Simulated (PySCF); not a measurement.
Nb(NH)Cl3 (Cl3HNNb).

PySCF calculation, CAM-B3LYP/def2-TZVP, gas phase; geometry: GFN2-xTB. Core potentials replace the inner electrons of Nb; spin–orbit coupling isn't included. This is a single-reference result, which may miss multireference character in this system. No frequency check shows the geometry to be a minimum. GFN2-xTB bond lengths at metals and heavier atoms can be off by up to 0.1 Å and shapes distorted, which carries into these values.

Cartesian coordinates (Å):

```
Nb1     -0.0001   -0.0001    0.2809
N2       0.0003    0.0022    2.0421
H3      -0.0004    0.0020    3.0611
Cl4     -1.9115   -0.7230   -0.5658
Cl5      1.5818   -1.2942   -0.5656
Cl6      0.3299    2.0164   -0.5670
```

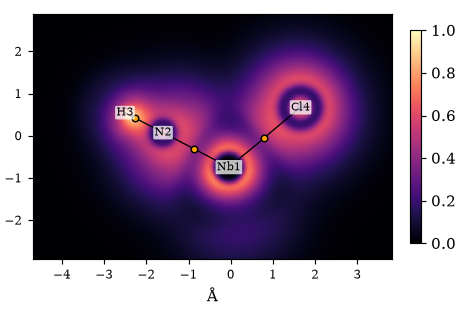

Localised orbital locator (LOL) in the plane of Nb1, N2, H3 and Cl4, with bond paths and bond critical points (dots).

**What values does LOL take at the bond critical points in this plane?**

N2–H3: about 0.90; Nb1–Cl4: about 0.42; Nb1–N2: about 0.41. Values above 0.5 mark slow, localised electrons, as in shared pairs; low values at a critical point mark a polar or closed-shell contact whose critical point lies between the shells.

**Where along N2–H3 does the critical point lie?**

0.76 Å from N2 and 0.26 Å from H3.
